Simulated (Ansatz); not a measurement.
**BH4 (doublet): one geometry, many settings at scale of all distances = 1.141**

What do other methods and options give for BH4 (doublet) at this geometry, and how long do they take?

The runs use Ansatz 0.2.0, Gaussian basis; the settings change from run to run.

13 further runs of the same task are left out: 12 that didn't finish, 1 set aside as unsound or not needed.

**1. The geometry**

The geometry derives from a PBE0/def2-TZVP stationary point (not a proven minimum). All distances are scaled together.

5 atoms, charge 0, spin multiplicity 2.

Atoms are counted from 1 here; the program's logs count them from 0.

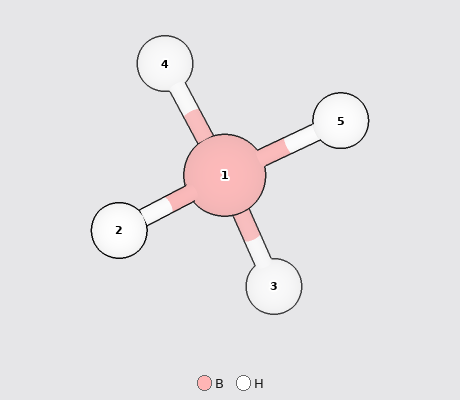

The geometry (boron pink, hydrogen white); atoms are numbered from 1 in the order of the file.

**2. CASCI(1,4)/cc-pVDZ**

in.yaml

```yaml
crystal:
  periodic: [false, false, false]
  atoms:
    - {symbol: B, position_ang: [0.000000, 0.000000, 0.000000]}
    - {symbol: H, position_ang: [0.473156, 0.927057, 0.924955]}
    - {symbol: H, position_ang: [-0.484157, -0.921579, 0.924736]}
    - {symbol: H, position_ang: [-0.471019, 0.922666, -0.930420]}
    - {symbol: H, position_ang: [0.482020, -0.928144, -0.919271]}
basis:
  gaussian: {orbitals: cc-pVDZ}
magnetization: {spin_polarized: false, initial_magnetization: 1}
correlation: {active_space: {window: {electrons: 1, orbitals: 4}, fixed_orbitals: true, states: [{multiplicity: 2, weights: [1, 1, 1, 1]}], root: 0}}
scf: {lower_state_search: off}
```

Launch:

```console
$ ansatz run in.yaml --threads 1 --pin off --events-out ev --progress --plain --max-ram 2393MiB
```

The log of the run:

```text
Functional definition: HF
  name "HF"
  cite "Fock, Z. Phys. 61, 126 (1930) doi:10.1007/BF01340294"
  parent pbe
  exchange = exact_x
  correlation = 0
these checks for a lower state are left out or cut short: stability, starts, cluster_reference, orbital_swaps, neighbouring_geometries, increment
638 factors; integrals over basis functions are off by at most 1.7e-7 eV
mean field evaluation 1: about -729.6820 eV, gradient 9.1e0 eV
mean field evaluation 2: about -729.6822 eV, gradient 9.1e0 eV
mean field evaluation 4: about -730.1218 eV, gradient 2.4e-1 eV
mean field evaluation 8: about -730.1222 eV, gradient 1.6e-5 eV
mean field -730.12215082 eV, -26.8314941481 hartree, gradient 2.2e-6 eV, S^2 0.750000; 0 other end points of the search recorded, 0 dependent functions left out
reference -730.12215082 eV, -26.8314941481 hartree; 5, 4 occupied and 29, 30 virtual orbitals, 638 factors
state -730.12215082 eV, -26.8314941481 hartree
state -722.93439159 eV, -26.5673488686 hartree
state -721.02644632 eV, -26.4972331730 hartree
state -719.05613662 eV, -26.4248256269 hartree
WARN: the results are in doubt because the space or a class takes a part of the degenerate orbitals at 7.1201 eV
Total energy: -730.12215082 eV, -26.8314941481 hartree
In doubt: the space or a class takes a part of the degenerate orbitals at 7.1201 eV
Checks for a lower state left out: stability, starts, cluster_reference, orbital_swaps, neighbouring_geometries, increment
```

It took 0.57 s on 1 thread of Intel Xeon at 2.50GHz, shared host.

From the report: 3 determinants; active occupations (of the averaged states) 0.25, 0.25, 0.25, 0.25. With so small a space the active step adds no correlation: the energy is the mean field's. Mind the lines of doubt at the end of the log.

**3. MRCISD+Q(3,2)/6-31G**

Changes to in.yaml since step 2:

```diff
@@ -9,5 +9,5 @@
 basis:
-  gaussian: {orbitals: cc-pVDZ}
+  gaussian: {orbitals: 6-31G}
 magnetization: {spin_polarized: false, initial_magnetization: 1}
-correlation: {active_space: {window: {electrons: 1, orbitals: 4}, fixed_orbitals: true, states: [{multiplicity: 2, weights: [1, 1, 1, 1]}], root: 0}}
-scf: {lower_state_search: off}
+correlation: {method: fic_mrcisd_q, electrons: all, active_space: {window: {electrons: 3, orbitals: 2}}}
+scf: {lower_state_search: full}
```

Launched as before.

The log of the run, cut to the lines that bear on the results:

```text
Functional definition: HF
  name "HF"
  cite "Fock, Z. Phys. 61, 126 (1930) doi:10.1007/BF01340294"
  parent pbe
[...]
254 factors; integrals over basis functions are off by at most 3.0e-4 eV
[...]
mean field -729.58926997 eV, -26.8119111380 hartree, gradient 2.8e-6 eV, S^2 0.750000; 3 other end points of the search recorded, 0 dependent functions left out
reference -729.58926997 eV, -26.8119111380 hartree; 5, 4 occupied and 12, 13 virtual orbitals, 254 factors
state -729.58926997 eV, -26.8119111380 hartree
contracted CI cycle   1: correlation 0.00000000 eV, 0.0000000000 hartree, residual 1.15e1 eV
contracted CI cycle   2: correlation -2.66585453 eV, -0.0979683470 hartree, residual 2.18e0 eV
contracted CI cycle   3: correlation -2.78689290 eV, -0.1024164251 hartree, residual 6.26e-1 eV
contracted CI cycle   4: correlation -2.79427068 eV, -0.1026875536 hartree, residual 1.66e-1 eV
contracted CI cycle   5: correlation -2.79494732 eV, -0.1027124196 hartree, residual 4.93e-2 eV
contracted CI cycle   6: correlation -2.79499886 eV, -0.1027143135 hartree, residual 1.76e-2 eV
contracted CI cycle   7: correlation -2.79500492 eV, -0.1027145363 hartree, residual 5.41e-3 eV
contracted CI cycle   8: correlation -2.79500547 eV, -0.1027145567 hartree, residual 1.56e-3 eV
contracted CI cycle   9: correlation -2.79500552 eV, -0.1027145582 hartree, residual 4.78e-4 eV
state -729.58926997 eV, -26.8119111380 hartree; corrected -732.60583179 eV, -26.9227677401 hartree
WARN: 1 active orbitals are nearly empty or full. The corrections depend on them more than the energy does, and are more stable in an active space without them
Total energy: -732.60583179 eV, -26.9227677401 hartree
```

It took 1.3 s on 1 thread of Intel Xeon at 2.50GHz, shared host.

From the report: 1 determinant; active occupations 2.00, 1.00. The report marks this result as in doubt.

**4. NEVPT4(SD)(1,7)/6-31G**

Changes to in.yaml since step 3:

```diff
@@ -11,3 +11,3 @@
 magnetization: {spin_polarized: false, initial_magnetization: 1}
-correlation: {method: fic_mrcisd_q, electrons: all, active_space: {window: {electrons: 3, orbitals: 2}}}
-scf: {lower_state_search: full}
+hamiltonian: {pseudopotentials: {relativity: scalar}}
+correlation: {method: fic_nevpt4_sd, electrons: all, active_space: {window: {electrons: 1, orbitals: 7}}}
```

Launched as before.

The log of the run:

```text
Functional definition: HF
  name "HF"
  cite "Fock, Z. Phys. 61, 126 (1930) doi:10.1007/BF01340294"
  parent pbe
  exchange = exact_x
  correlation = 0
254 factors; integrals over basis functions are off by at most 3.0e-4 eV
mean field evaluation 1: about -729.3841 eV, gradient 8.4e0 eV
mean field evaluation 2: about -729.3814 eV, gradient 8.4e0 eV
mean field evaluation 4: about -729.7629 eV, gradient 3.6e-1 eV
mean field evaluation 8: about -729.7635 eV, gradient 3.0e-5 eV
mean field -729.76353559 eV, -26.8183152813 hartree, gradient 2.8e-6 eV, S^2 0.750000; 0 other end points of the search recorded, 0 dependent functions left out
reference -729.76353559 eV, -26.8183152813 hartree; 5, 4 occupied and 12, 13 virtual orbitals, 254 factors
state -729.76353559 eV, -26.8183152813 hartree
state -729.76353559 eV, -26.8183152813 hartree; corrected -732.59357821 eV, -26.9223174295 hartree
WARN: 6 active orbitals are nearly empty or full. The corrections depend on them more than the energy does, and are more stable in an active space without them
Total energy: -732.59357821 eV, -26.9223174295 hartree
Relativity: scalar
```

It took 2.3 s on 1 thread of Intel Xeon at 2.50GHz, shared host.

From the report: 4 determinants; active occupations 1.00, 0.00, 0.00, 0.00, 0.00, 0.00, 0.00. The report marks this result as in doubt.

**5. HF/def2-SVP**

in.yaml

```yaml
crystal:
  periodic: [false, false, false]
  atoms:
    - {symbol: B, position_ang: [0.000000, 0.000000, 0.000000]}
    - {symbol: H, position_ang: [0.473156, 0.927057, 0.924955]}
    - {symbol: H, position_ang: [-0.484157, -0.921579, 0.924736]}
    - {symbol: H, position_ang: [-0.471019, 0.922666, -0.930420]}
    - {symbol: H, position_ang: [0.482020, -0.928144, -0.919271]}
basis:
  gaussian: {orbitals: def2-SVP, point_charges: [{charge: -0.50, position_ang: [3.804, -0.125, 0.280]}]}
magnetization: {spin_polarized: true, initial_magnetization: 1}
hamiltonian: {xc: hf}
accuracy: high
scf: {lower_state_search: off}
output: {orbitals: {seedname: orbitals}}
```

The command is unchanged.

The log of the run:

```text
Functional definition: HF
  name "HF"
  cite "Fock, Z. Phys. 61, 126 (1930) doi:10.1007/BF01340294"
  parent pbe
  exchange = exact_x
  correlation = 0
these checks for a lower state are left out or cut short: stability, starts, cluster_reference, orbital_swaps, neighbouring_geometries, increment
777 factors; integrals over basis functions are off by at most 2.6e-9 eV
mean field evaluation 1: about -729.2084 eV, gradient 7.1e0 eV
mean field evaluation 2: about -729.2088 eV, gradient 7.1e0 eV
mean field evaluation 4: about -729.7825 eV, gradient 8.1e-1 eV
mean field evaluation 8: about -729.8032 eV, gradient 1.9e-3 eV
mean field -729.80321785 eV, -26.8197735776 hartree, gradient 2.2e-8 eV, S^2 0.784509; 0 other end points of the search recorded, 0 dependent functions left out
reference -729.80321785 eV, -26.8197735776 hartree; 5, 4 occupied and 29, 30 virtual orbitals, 777 factors
Total energy: -729.80321785 eV, -26.8197735776 hartree
Checks for a lower state left out: stability, starts, cluster_reference, orbital_swaps, neighbouring_geometries, increment
```

Run time: 0.84 s. Hardware: 1 thread of Intel Xeon at 2.50GHz, shared host.

From the report: ⟨S²⟩ of the determinant 0.785 (pure doublet: 0.75).

**6. MRCISD+Q(relaxed)(3,3)/6-31G**

in.yaml

```yaml
crystal:
  periodic: [false, false, false]
  atoms:
    - {symbol: B, position_ang: [0.000000, 0.000000, 0.000000]}
    - {symbol: H, position_ang: [0.473156, 0.927057, 0.924955]}
    - {symbol: H, position_ang: [-0.484157, -0.921579, 0.924736]}
    - {symbol: H, position_ang: [-0.471019, 0.922666, -0.930420]}
    - {symbol: H, position_ang: [0.482020, -0.928144, -0.919271]}
basis:
  gaussian: {orbitals: 6-31G}
magnetization: {spin_polarized: false, initial_magnetization: 1}
correlation: {method: fic_mrcisd_q_relaxed, electrons: all, active_space: {window: {electrons: 3, orbitals: 3}}}
accuracy: high
```

Launched as before.

The log of the run, cut to the lines that bear on the results:

```text
Functional definition: HF
  name "HF"
  cite "Fock, Z. Phys. 61, 126 (1930) doi:10.1007/BF01340294"
  parent pbe
[...]
411 factors; integrals over basis functions are off by at most 3.5e-9 eV
[...]
mean field -729.58929664 eV, -26.8119121181 hartree, gradient 2.4e-8 eV, S^2 0.750000; 0 other end points of the search recorded, 0 dependent functions left out
reference -729.58929664 eV, -26.8119121181 hartree; 5, 4 occupied and 12, 13 virtual orbitals, 411 factors
state -730.07312048 eV, -26.8296923163 hartree
contracted CI cycle   1: correlation -0.00000000 eV, -0.0000000000 hartree, residual 1.07e1 eV
contracted CI cycle   2: correlation -2.24583541 eV, -0.0825329289 hartree, residual 2.26e0 eV
contracted CI cycle   3: correlation -2.36083139 eV, -0.0867589535 hartree, residual 7.65e-1 eV
contracted CI cycle   4: correlation -2.37448705 eV, -0.0872607897 hartree, residual 2.55e-1 eV
[...]
contracted CI cycle  11: correlation -2.37652639 eV, -0.0873357338 hartree, residual 7.77e-4 eV
contracted CI cycle  12: correlation -2.37652640 eV, -0.0873357344 hartree, residual 3.27e-4 eV
contracted CI cycle  13: correlation -2.37652640 eV, -0.0873357345 hartree, residual 1.48e-4 eV
contracted CI cycle  14: correlation -2.37652641 eV, -0.0873357345 hartree, residual 6.12e-5 eV
contracted CI cycle  15: correlation -2.37652641 eV, -0.0873357345 hartree, residual 2.40e-5 eV
contracted CI cycle  16: correlation -2.37652641 eV, -0.0873357345 hartree, residual 8.75e-6 eV
contracted CI cycle  17: correlation -2.37652641 eV, -0.0873357345 hartree, residual 2.99e-6 eV
state -730.07312032 eV, -26.8296923104 hartree; corrected -732.61052202 eV, -26.9229401029 hartree
state -730.07312032 eV, -26.8296923104 hartree; corrected -732.61052202 eV, -26.9229401029 hartree
WARN: the results are in doubt because another end's mean lies 0.000 eV lower, and its corrected mean 0.000 eV higher
Total energy: -732.61052202 eV, -26.9229401029 hartree
In doubt: another end's mean lies 0.000 eV lower, and its corrected mean 0.000 eV higher
```

Wall time 2.4 s (1 thread of Intel Xeon at 2.50GHz, shared host).

From the report: 9 determinants; active occupations 1.97, 1.00, 0.03. Mind the lines of doubt at the end of the log.

**7. NEVPT4(SD)(3,8)/6-31G**

Changes to in.yaml since step 6:

```diff
@@ -11,3 +11,3 @@
 magnetization: {spin_polarized: false, initial_magnetization: 1}
-correlation: {method: fic_mrcisd_q_relaxed, electrons: all, active_space: {window: {electrons: 3, orbitals: 3}}}
-accuracy: high
+hamiltonian: {pseudopotentials: {relativity: scalar}}
+correlation: {method: fic_nevpt4_sd, electrons: all, active_space: {window: {electrons: 3, orbitals: 8}, states: [{multiplicity: 2, weights: [1, 0.5, 1, 0.5]}, {multiplicity: 4, weights: [1]}]}}
```

Same command.

The log of the run, cut to the lines that bear on the results:

```text
Functional definition: HF
  name "HF"
  cite "Fock, Z. Phys. 61, 126 (1930) doi:10.1007/BF01340294"
  parent pbe
[...]
406 factors; integrals over basis functions are off by at most 1.1e-7 eV
[...]
mean field -729.76356227 eV, -26.8183162618 hartree, gradient 2.8e-6 eV, S^2 0.750000; 0 other end points of the search recorded, 0 dependent functions left out
reference -729.76356227 eV, -26.8183162618 hartree; 5, 4 occupied and 12, 13 virtual orbitals, 406 factors
state -730.56331120 eV, -26.8477064930 hartree
state -728.03054359 eV, -26.7546290003 hartree
state -723.98763000 eV, -26.6060546661 hartree
state -721.47218917 eV, -26.5136139208 hartree
state -730.56331120 eV, -26.8477064930 hartree; corrected -732.64899247 eV, -26.9243538659 hartree
state -728.03054359 eV, -26.7546290003 hartree; corrected -730.23489176 eV, -26.8356373014 hartree
state -723.98763000 eV, -26.6060546661 hartree; corrected -726.53845503 eV, -26.6997957568 hartree
state -721.47218917 eV, -26.5136139208 hartree; corrected -724.34389268 eV, -26.6191470780 hartree
state -723.62136898 eV, -26.5925948220 hartree
state -723.62136898 eV, -26.5925948220 hartree; corrected -725.77013906 eV, -26.6715606657 hartree
Total energy: -728.06174469 eV, -26.7557756195 hartree
Relativity: scalar
```

It took 27 s on 1 thread of Intel Xeon at 2.50GHz, shared host; peak memory 0.26 GiB.

From the report: 224 determinants; active occupations (of the averaged states) 1.52, 0.82, 0.52, 0.11, 0.02, 0.00, 0.00, 0.00.

**8. All runs side by side**

 † marks a result that the program doubts.

```csv
level,correlated,functions,energy (eV),time
"CASCI(1,4)/cc-pVDZ (lowest root of an average) †",,34,-730.1222,0.57 s
"MRCISD+Q(3,2)/6-31G †",all,17,-732.6058,1.3 s
"NEVPT4(SD)(1,7)/6-31G (relativity set) †",all,17,-732.5936,2.3 s
HF/def2-SVP (beside a point charge),,34,-729.8032,0.84 s
"MRCISD+Q(relaxed)(3,3)/6-31G †",all,17,-732.6105,2.4 s
"NEVPT4(SD)(3,8)/6-31G (mean of several states, relativity set)",all,17,-728.0617,27 s
```

**9. Summary of results**

| quantity | value |
| --- | --- |
| runs | 6 |
| quickest | CASCI(1,4)/cc-pVDZ (lowest root of an average) †, 0.57 s |
| slowest | NEVPT4(SD)(3,8)/6-31G (mean of several states, relativity set), 27 s |

Total energies in different bases, with other cores or another treatment of relativity can't be set against each other. NEVPT4(SD)(3,8)/6-31G (mean of several states, relativity set) took 47 times as long as CASCI(1,4)/cc-pVDZ (lowest root of an average) †; the jobs differ in more than the method.
